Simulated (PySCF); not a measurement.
# Tl(SH): other functionals and bases at one geometry

Aim: see how levels, charges and forces of Tl(SH) depend on the level of theory. It is a constructed species; whether it can be made isn't addressed.

The runs use PySCF 2.14.0; several levels, as the steps say, no spin–orbit coupling.

3 further runs of the same task are left out: 2 for a known fault of the program, 1 that didn't finish. Runs told in other sessions of the task aren't counted.

## Step 1: The starting structure

3 atoms, charge 0, spin multiplicity 1.

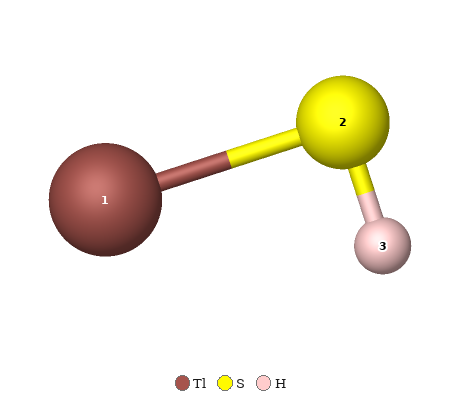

The structure; thallium brown, sulfur yellow, hydrogen pink; atoms are numbered from 1 in the order of the file.

Geometry (Å):

```
Tl    0.10026    0.00000   -0.17622
S    -0.08935    0.00000    2.44542
H     1.27257    0.00000    2.54150
```

Formal oxidation states: Tl +1. An earlier session relaxed this geometry at PBE, Tl def2-SVP with ECP60, S def2-SVP, H def2-SVP (singlet, point group Cs).

At PBE on the finer grid: E = -571.090936 Eh, HOMO -5.18 eV, LUMO -2.43 eV, Mulliken charge on Tl1 +0.28 e, largest force component 0.005 eV/Å. 

Levels to run: BP86; r2SCAN; revPBE; TPSSh; PBE, TZVP; PBE, x2c-SVP. Hardware: 2 threads of Arm Neoverse V1, shared host.

## Step 2: BP86

Input file run.py (the lines that set the calculation):

```python
mol = gto.M(atom='''
Tl     0.10026     0.00000    -0.17622
S     -0.08935     0.00000     2.44542
H      1.27257     0.00000     2.54150''',
    basis={'Tl': 'def2-SVP', 'S': 'def2-SVP', 'H': 'def2-SVP'},
    ecp={'Tl': 'def2-SVP'},
    charge=0, spin=0)
mf = dft.RKS(mol, xc='B88,P86')
mf.grids.atom_grid = (75, 302)
mf = mf.density_fit()  # fitting sets: Tl def2-universal-JKFIT, S def2-universal-JKFIT, H def2-universal-JKFIT
mf.conv_tol = 1e-08; mf.max_cycle = 55
mf.kernel(dm0)  # dm0: the density of the relaxed state
```

The run is started by

```bash
OMP_NUM_THREADS=2 python run.py
```

The log of the run:

```text
init E= -571.421550799593
  HOMO = -0.194161218332176  LUMO = -0.093004018205744  gap/eV = 2.75263
cycle= 1 E= -571.421611429486  delta_E= -6.06e-05  |g|= 0.00291  |ddm|= 0.0448
  HOMO = -0.194766988659812  LUMO = -0.0922487703118643  gap/eV = 2.78966
cycle= 2 E= -571.421599330942  delta_E= 1.21e-05  |g|= 0.00573  |ddm|= 0.0146
  HOMO = -0.193947918376792  LUMO = -0.0924164529833401  gap/eV = 2.76281
cycle= 3 E= -571.421614888873  delta_E= -1.56e-05  |g|= 0.00107  |ddm|= 0.0104
  HOMO = -0.194008818484257  LUMO = -0.0923826302151953  gap/eV = 2.76539
cycle= 4 E= -571.421615200171  delta_E= -3.11e-07  |g|= 0.000169  |ddm|= 0.00182
  HOMO = -0.194005790873219  LUMO = -0.0924010536769627  gap/eV = 2.76481
cycle= 5 E= -571.421615210111  delta_E= -9.94e-09  |g|= 3.16e-05  |ddm|= 0.000355
  HOMO = -0.194009727802868  LUMO = -0.092396410494398  gap/eV = 2.76504
Extra cycle  E= -571.421615209233  delta_E= 8.78e-10  |g|= 5.44e-05  |ddm|= 0.000128
converged SCF energy = -571.421615209233
```

It took 0.9 s on 2 threads of Arm Neoverse V1, shared host.

Read off: E = -571.421615 Eh, HOMO -5.28 eV, LUMO -2.51 eV, Mulliken charge on Tl1 +0.28 e, largest force component 0.026 eV/Å. 

## Step 3: r2SCAN

Changes to run.py (the lines that set the calculation) since step 2:

```diff
@@ -7,3 +7,3 @@
     charge=0, spin=0)
-mf = dft.RKS(mol, xc='B88,P86')
+mf = dft.RKS(mol, xc='R2SCAN')
 mf.grids.atom_grid = (75, 302)
```

The run is started by

```bash
OMP_NUM_THREADS=2 python run.py
```

The log of the run:

```text
init E= -571.280391319155
  HOMO = -0.201512885748053  LUMO = -0.0814363626254355  gap/eV = 3.26745
cycle= 1 E= -571.281602523079  delta_E= -0.00121  |g|= 0.0145  |ddm|= 0.142
  HOMO = -0.196354586622874  LUMO = -0.0806924704197549  gap/eV = 3.14733
cycle= 2 E= -571.281543107067  delta_E= 5.94e-05  |g|= 0.0174  |ddm|= 0.0436
  HOMO = -0.199503069892344  LUMO = -0.0801766236480419  gap/eV = 3.24704
cycle= 3 E= -571.281649264538  delta_E= -0.000106  |g|= 0.00682  |ddm|= 0.0349
  HOMO = -0.198626732789508  LUMO = -0.0804869576108946  gap/eV = 3.21475
cycle= 4 E= -571.281667645037  delta_E= -1.84e-05  |g|= 0.000342  |ddm|= 0.0116
  HOMO = -0.198661177465025  LUMO = -0.0804328654123625  gap/eV = 3.21716
cycle= 5 E= -571.281667690714  delta_E= -4.57e-08  |g|= 0.000117  |ddm|= 0.000785
  HOMO = -0.19864539768197  LUMO = -0.0804312308635925  gap/eV = 3.21677
cycle= 6 E= -571.281667696328  delta_E= -5.61e-09  |g|= 3.37e-05  |ddm|= 0.000199
  HOMO = -0.198637154822871  LUMO = -0.0804329141269165  gap/eV = 3.21650
Extra cycle  E= -571.281667695835  delta_E= 4.93e-10  |g|= 4.87e-05  |ddm|= 0.000119
converged SCF energy = -571.281667695835
```

It took 1.2 s on 2 threads of Arm Neoverse V1, shared host.

Read off: E = -571.281668 Eh, HOMO -5.41 eV, LUMO -2.19 eV, Mulliken charge on Tl1 +0.34 e, largest force component 0.289 eV/Å. 

## Step 4: revPBE

Changes to run.py (the lines that set the calculation) since step 3:

```diff
@@ -7,3 +7,3 @@
     charge=0, spin=0)
-mf = dft.RKS(mol, xc='R2SCAN')
+mf = dft.RKS(mol, xc='PBE_R,PBE')
 mf.grids.atom_grid = (75, 302)
```

The run is started by

```bash
OMP_NUM_THREADS=2 python run.py
```

The log of the run:

```text
init E= -571.24168580625
  HOMO = -0.189064149608523  LUMO = -0.085955955833436  gap/eV = 2.80572
cycle= 1 E= -571.241751095274  delta_E= -6.53e-05  |g|= 0.00737  |ddm|= 0.044
  HOMO = -0.186988872632009  LUMO = -0.0860709344132135  gap/eV = 2.74612
cycle= 2 E= -571.241732754483  delta_E= 1.83e-05  |g|= 0.00908  |ddm|= 0.0278
  HOMO = -0.188690290603067  LUMO = -0.0858006892950841  gap/eV = 2.79977
cycle= 3 E= -571.241763699116  delta_E= -3.09e-05  |g|= 0.00467  |ddm|= 0.0209
  HOMO = -0.188172584698605  LUMO = -0.0859685315673124  gap/eV = 2.78111
cycle= 4 E= -571.241772271747  delta_E= -8.57e-06  |g|= 0.000543  |ddm|= 0.0078
  HOMO = -0.188217666984431  LUMO = -0.0859622280814048  gap/eV = 2.78251
cycle= 5 E= -571.241772386115  delta_E= -1.14e-07  |g|= 8.65e-05  |ddm|= 0.00084
  HOMO = -0.188219628148101  LUMO = -0.0859557222000984  gap/eV = 2.78274
cycle= 6 E= -571.241772389286  delta_E= -3.17e-09  |g|= 1.46e-05  |ddm|= 0.000185
  HOMO = -0.188217611254608  LUMO = -0.0859581935475162  gap/eV = 2.78262
Extra cycle  E= -571.241772389148  delta_E= 1.38e-10  |g|= 2.26e-05  |ddm|= 6.98e-05
converged SCF energy = -571.241772389148
```

It took 0.9 s on 2 threads of Arm Neoverse V1, shared host.

Read off: E = -571.241772 Eh, HOMO -5.12 eV, LUMO -2.34 eV, Mulliken charge on Tl1 +0.30 e, largest force component 0.141 eV/Å. 

## Step 5: TPSSh

Changes to run.py (the lines that set the calculation) since step 4:

```diff
@@ -7,3 +7,3 @@
     charge=0, spin=0)
-mf = dft.RKS(mol, xc='PBE_R,PBE')
+mf = dft.RKS(mol, xc='TPSSH')
 mf.grids.atom_grid = (75, 302)
```

The run is started by

```bash
OMP_NUM_THREADS=2 python run.py
```

The log of the run:

```text
init E= -571.193410686992
  HOMO = -0.212251637150477  LUMO = -0.0742182697474384  gap/eV = 3.75608
cycle= 1 E= -571.194251472961  delta_E= -0.000841  |g|= 0.0195  |ddm|= 0.123
  HOMO = -0.203202329536673  LUMO = -0.0772725221290601  gap/eV = 3.42672
cycle= 2 E= -571.193828447474  delta_E= 0.000423  |g|= 0.0373  |ddm|= 0.0933
  HOMO = -0.208555667396243  LUMO = -0.0756688202460497  gap/eV = 3.61604
cycle= 3 E= -571.194432287241  delta_E= -0.000604  |g|= 0.0018  |ddm|= 0.0593
  HOMO = -0.208395824329821  LUMO = -0.0754865061916296  gap/eV = 3.61665
cycle= 4 E= -571.194433405343  delta_E= -1.12e-06  |g|= 0.000639  |ddm|= 0.00346
  HOMO = -0.208474214288475  LUMO = -0.0755084787347827  gap/eV = 3.61818
cycle= 5 E= -571.194433541736  delta_E= -1.36e-07  |g|= 8.49e-05  |ddm|= 0.000947
  HOMO = -0.208468814029483  LUMO = -0.075506571372892  gap/eV = 3.61809
cycle= 6 E= -571.194433544047  delta_E= -2.31e-09  |g|= 2.69e-05  |ddm|= 0.00015
  HOMO = -0.208461761898441  LUMO = -0.0755094739326492  gap/eV = 3.61782
Extra cycle  E= -571.194433543922  delta_E= 1.25e-10  |g|= 3.21e-05  |ddm|= 9.81e-05
converged SCF energy = -571.194433543922
```

Wall time 1.1 s (2 threads of Arm Neoverse V1, shared host).

Result: E = -571.194434 Eh, HOMO -5.67 eV, LUMO -2.05 eV, Mulliken charge on Tl1 +0.34 e, largest force component 0.246 eV/Å. 

## Step 6: PBE, TZVP

Basis: Tl def2-TZVP with ECP60, S def2-TZVP, H def2-TZVP. 

Input file run.py (the lines that set the calculation):

```python
mol = gto.M(atom='''
Tl     0.10026     0.00000    -0.17622
S     -0.08935     0.00000     2.44542
H      1.27257     0.00000     2.54150''',
    basis={'Tl': 'def2-TZVP', 'S': 'def2-TZVP', 'H': 'def2-TZVP'},
    ecp={'Tl': 'def2-TZVP'},
    charge=0, spin=0)
mf = dft.RKS(mol, xc='PBE')
mf.grids.atom_grid = (75, 302)
mf = mf.density_fit()  # fitting sets: Tl def2-universal-JKFIT, S def2-universal-JKFIT, H def2-universal-JKFIT
mf.conv_tol = 1e-08; mf.max_cycle = 55
mf.kernel(dm0)  # dm0: free metal ions and neutral atoms
```

The run is started by

```bash
OMP_NUM_THREADS=2 python run.py
```

The log of the run:

```text
init E= -583.978528812175
  HOMO = -0.122110036619697  LUMO = -0.0697106812633214  gap/eV = 1.42586
cycle= 1 E= -566.676280144037  delta_E= 17.3  |g|= 3.73  |ddm|= 3.16
  HOMO = -0.632418286075989  LUMO = -0.501884498771652  gap/eV = 3.55201
cycle= 2 E= -501.647103518798  delta_E=   65  |g|= 11.7  |ddm|= 10.2
  HOMO = -0.398446925344882  LUMO = -0.365128499588247  gap/eV = 0.90664
cycle= 3 E= -569.115679853016  delta_E= -67.5  |g|= 2.84  |ddm|=  8.7
  HOMO = -0.189646311864015  LUMO = -0.0771331665509631  gap/eV = 3.06164
cycle= 4 E= -570.942198613901  delta_E= -1.83  |g|= 1.08  |ddm|= 3.31
  HOMO = -0.214638021640688  LUMO = -0.0851520370902293  gap/eV = 3.52349
cycle= 5 E= -571.206708069544  delta_E= -0.265  |g|= 0.352  |ddm|= 1.63
  HOMO = -0.177485019247383  LUMO = -0.0934702233740909  gap/eV = 2.28616
cycle= 6 E= -571.220590746832  delta_E= -0.0139  |g|= 0.263  |ddm|= 0.641
  HOMO = -0.191032325516876  LUMO = -0.0940269798302236  gap/eV = 2.63965
cycle= 7 E= -571.236618497492  delta_E= -0.016  |g|= 0.0493  |ddm|= 0.24
  HOMO = -0.196130019810383  LUMO = -0.0926855588794213  gap/eV = 2.81487
cycle= 8 E= -571.237407544788  delta_E= -0.000789  |g|= 0.0155  |ddm|= 0.071
  HOMO = -0.196431015533724  LUMO = -0.0921602551914211  gap/eV = 2.83735
cycle= 9 E= -571.237438986834  delta_E= -3.14e-05  |g|= 0.00564  |ddm|= 0.0165
  HOMO = -0.195869680512406  LUMO = -0.0923316611001859  gap/eV = 2.81741
cycle= 10 E= -571.237451252172  delta_E= -1.23e-05  |g|= 0.000972  |ddm|= 0.00729
  HOMO = -0.195911767893181  LUMO = -0.0923687173086489  gap/eV = 2.81755
cycle= 11 E= -571.237451509481  delta_E= -2.57e-07  |g|= 0.000168  |ddm|= 0.00116
  HOMO = -0.195924350067445  LUMO = -0.092361498612335  gap/eV = 2.81809
cycle= 12 E= -571.237451519945  delta_E= -1.05e-08  |g|= 6.16e-05  |ddm|= 0.000254
  HOMO = -0.195923494013206  LUMO = -0.0923632400204082  gap/eV = 2.81802
cycle= 13 E= -571.237451521138  delta_E= -1.19e-09  |g|= 1.05e-05  |ddm|= 6.2e-05
  HOMO = -0.195927657141561  LUMO = -0.0923622895534527  gap/eV = 2.81816
Extra cycle  E= -571.237451520943  delta_E= 1.95e-10  |g|= 2.62e-05  |ddm|= 4.49e-05
converged SCF energy = -571.237451520943
```

Wall time 3.6 s (2 threads of Arm Neoverse V1, shared host).

It gives: E = -571.237452 Eh, HOMO -5.33 eV, LUMO -2.51 eV, Mulliken charge on Tl1 +0.38 e, largest force component 0.234 eV/Å. 

## Step 7: PBE, x2c-SVP

Basis: Tl x2c-SVPall, S x2c-SVPall, H x2c-SVPall. All electrons are treated, with the spin-free X2C Hamiltonian.

Input file run.py (the lines that set the calculation):

```python
mol = gto.M(atom='''
Tl     0.10026     0.00000    -0.17622
S     -0.08935     0.00000     2.44542
H      1.27257     0.00000     2.54150''',
    basis={'Tl': 'x2c-SVPall', 'S': 'x2c-SVPall', 'H': 'x2c-SVPall'},
    nucmod='G',
    charge=0, spin=0)
mf = dft.RKS(mol, xc='PBE')
mf.grids.atom_grid = (99, 590)
mf = mf.density_fit()  # fitting sets: Tl AutoAux, S AutoAux, H AutoAux
mf = mf.sfx2c1e()
mf.conv_tol = 1e-08; mf.max_cycle = 55
mf.kernel(dm0)  # dm0: free metal ions and neutral atoms
```

The run is started by

```bash
OMP_NUM_THREADS=2 python run.py
```

The log of the run:

```text
init E= -20660.9795795389
  HOMO = -0.117657006173353  LUMO = -0.0591742129201518  gap/eV = 1.59140
cycle= 1 E= -20643.4703775871  delta_E= 17.5  |g|= 3.01  |ddm|=  3.9
  HOMO = -0.582421029360417  LUMO = -0.430013729957627  gap/eV = 4.14721
cycle= 2 E= -20580.5393054017  delta_E= 62.9  |g|=  8.4  |ddm|= 15.8
  HOMO = -0.409652784498739  LUMO = -0.300684890721381  gap/eV = 2.96517
cycle= 3 E= -20646.7525600879  delta_E= -66.2  |g|= 2.08  |ddm|= 14.6
  HOMO = -0.19698118865401  LUMO = -0.0378356843385728  gap/eV = 4.33057
cycle= 4 E= -20647.8180080056  delta_E= -1.07  |g|= 0.753  |ddm|= 3.78
  HOMO = -0.188840849919692  LUMO = -0.0756903919414835  gap/eV = 3.07898
cycle= 5 E= -20647.9382903098  delta_E= -0.12  |g|= 0.279  |ddm|= 1.02
  HOMO = -0.204049752251198  LUMO = -0.0819374956730674  gap/eV = 3.32284
cycle= 6 E= -20647.9471497502  delta_E= -0.00886  |g|= 0.154  |ddm|= 0.424
  HOMO = -0.189350696489768  LUMO = -0.0899015303256103  gap/eV = 2.70615
cycle= 7 E= -20647.9553055613  delta_E= -0.00816  |g|= 0.0542  |ddm|= 0.266
  HOMO = -0.187782930343817  LUMO = -0.090185275562594  gap/eV = 2.65577
cycle= 8 E= -20647.9556128103  delta_E= -0.000307  |g|= 0.0251  |ddm|= 0.0788
  HOMO = -0.18954452338018  LUMO = -0.0892229771370863  gap/eV = 2.72989
cycle= 9 E= -20647.9558188412  delta_E= -0.000206  |g|= 0.00248  |ddm|= 0.0376
  HOMO = -0.189561880886691  LUMO = -0.0892042891294413  gap/eV = 2.73087
cycle= 10 E= -20647.9558206678  delta_E= -1.83e-06  |g|= 0.000947  |ddm|= 0.00404
  HOMO = -0.189537174973119  LUMO = -0.0892212430486379  gap/eV = 2.72974
cycle= 11 E= -20647.955820965  delta_E= -2.97e-07  |g|= 0.000275  |ddm|= 0.00118
  HOMO = -0.189505689450328  LUMO = -0.0892306490138659  gap/eV = 2.72862
cycle= 12 E= -20647.9558209997  delta_E= -3.47e-08  |g|= 4.06e-05  |ddm|= 0.000441
  HOMO = -0.189505951626571  LUMO = -0.0892338729773683  gap/eV = 2.72854
cycle= 13 E= -20647.9558210003  delta_E= -5.28e-10  |g|= 7.8e-06  |ddm|= 7.3e-05
  HOMO = -0.189502950991348  LUMO = -0.089233681610088  gap/eV = 2.72847
Extra cycle  E= -20647.9558210002  delta_E= 5.09e-11  |g|= 1.41e-05  |ddm|= 3.08e-05
converged SCF energy = -20647.9558210002
```

Run time: 11 s. Hardware: 2 threads of Arm Neoverse V1, shared host.

Read off: E = -20647.955821 Eh, HOMO -5.16 eV, LUMO -2.43 eV, Mulliken charge on Tl1 +0.31 e, largest force component 0.166 eV/Å. 

## Step 8: Results

| level | state | HOMO (eV) | gap (eV) | charge on Tl1 (e) | dipole (D) | largest force component (eV/Å) | basis functions | time |
| --- | --- | --- | --- | --- | --- | --- | --- | --- |
| PBE (relaxed here) | singlet | -5.18 | 2.75 | 0.28 | 3.10 | 0.01 | 49 | 1.7 s |
| BP86 | singlet | -5.28 | 2.77 | 0.28 | 3.09 | 0.03 | 49 | 0.9 s |
| r2SCAN | singlet | -5.41 | 3.22 | 0.34 | 3.42 | 0.29 | 49 | 1.2 s |
| revPBE | singlet | -5.12 | 2.78 | 0.30 | 3.19 | 0.14 | 49 | 0.9 s |
| TPSSh | singlet | -5.67 | 3.62 | 0.34 | 3.47 | 0.25 | 49 | 1.1 s |
| PBE, TZVP | singlet | -5.33 | 2.82 | 0.38 | 3.60 | 0.23 | 93 | 3.6 s |
| PBE, x2c-SVP | singlet | -5.16 | 2.73 | 0.31 | 3.14 | 0.17 | 85 | 11 s |

Times are on 2 threads of Arm Neoverse V1, shared host; the first row also made further properties.

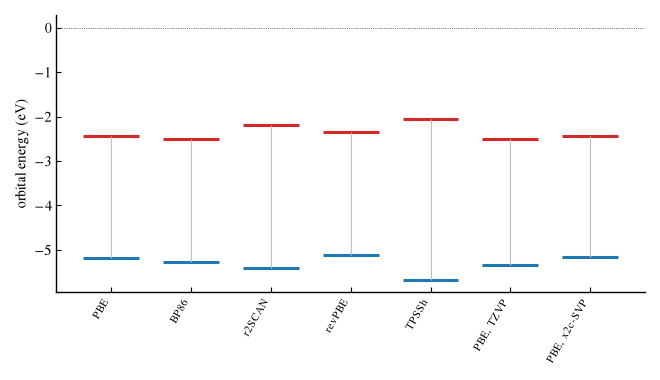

Highest filled and lowest empty level, method by method.

In one basis the gap runs from 2.75 eV (PBE) to 3.62 eV (TPSSh). The largest leftover force, 0.29 eV/Å with r2SCAN, stands at a geometry relaxed at another level. The Mulliken charge on Tl spans +0.28 to +0.38 e over the levels. Total energies of different levels can't be compared. Spin–orbit coupling is left out throughout.
